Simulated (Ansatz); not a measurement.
Profile along the Cu–Cu line in Cu (fcc, Cu type)

Cu (fcc, Cu type)

```cif
data_Cu
_chemical_formula_sum 'Cu1'
_space_group_name_H-M_alt 'P 1'
_space_group_IT_number 1
_cell_length_a 2.56596
_cell_length_b 2.56596
_cell_length_c 2.56596
_cell_angle_alpha 60.000
_cell_angle_beta 60.000
_cell_angle_gamma 60.000
loop_
_space_group_symop_operation_xyz
  'x, y, z'
loop_
_atom_site_label
_atom_site_type_symbol
_atom_site_fract_x
_atom_site_fract_y
_atom_site_fract_z
_atom_site_occupancy
Cu1 Cu 0.00000 0.00000 0.00000 1
```

Fields along a shortest Cu–Cu line of a {100} plane (2.57 Å), from Cu to Cu, interpolated on the slice's grid (step about 0.1 Å). These are PBE (plane waves to 420 eV, PAW, scalar-relativistic; Ansatz, a program for electronic structure) values and carry that method's errors. k mesh 22×22×22. Inside the PAW spheres the values are not all-electron values, and peaks at nuclei hang on which shells count as valence. Cu is run without spin polarisation. Cu was relaxed with its symmetry unable to fall. The PAW data are Ansatz's earlier set.

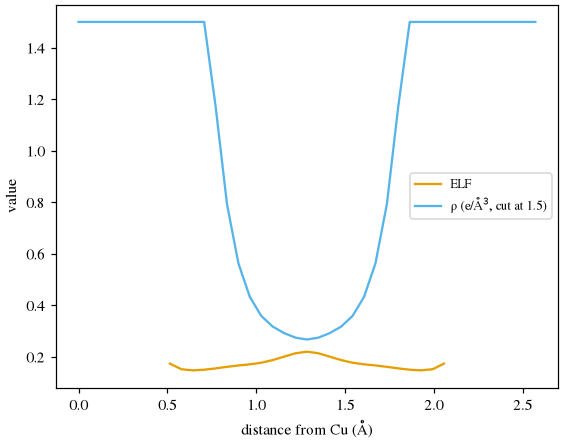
Figure: ELF (away from the nuclei) and valence density from Cu to Cu.

Density on the Cu–Cu line (2.57 Å) at its midpoint: 0.27 e/Å³. ELF at that point: 0.22.
